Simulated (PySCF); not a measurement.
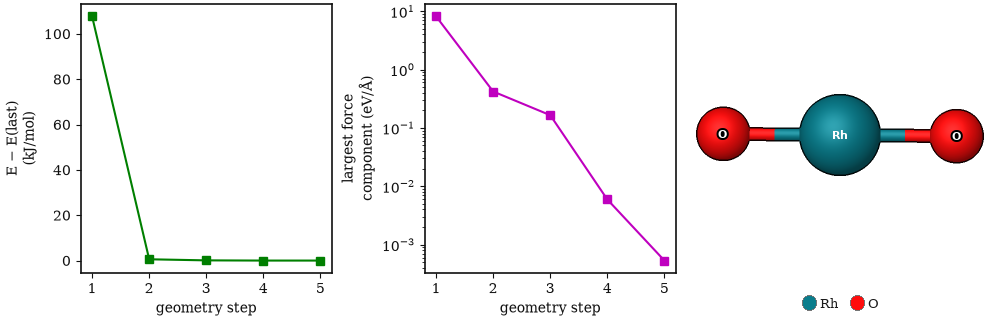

Beside the plot: the molecule at the start.

History of a geometry optimisation. The start has point group D∞h, which is kept. A held symmetry can leave a saddle point.

The run: RhO2- molecule (charge −1), multiplicity 5, by UKS-based r2SCAN, Rh def2-TZVPD with ECP28, O def2-TZVPD; non-relativistic Hamiltonian with scalar-relativistic core potentials; density fitting (PySCF).

How did it end, and what did it gain?

Answer. The optimisation met its thresholds at geometry 5, counting the start as the first. The energy fell by about 110 kJ/mol from the first step to the last. The largest force component goes from about 8.2 eV/Å at the start to 5 × 10⁻⁴ eV/Å at the end.
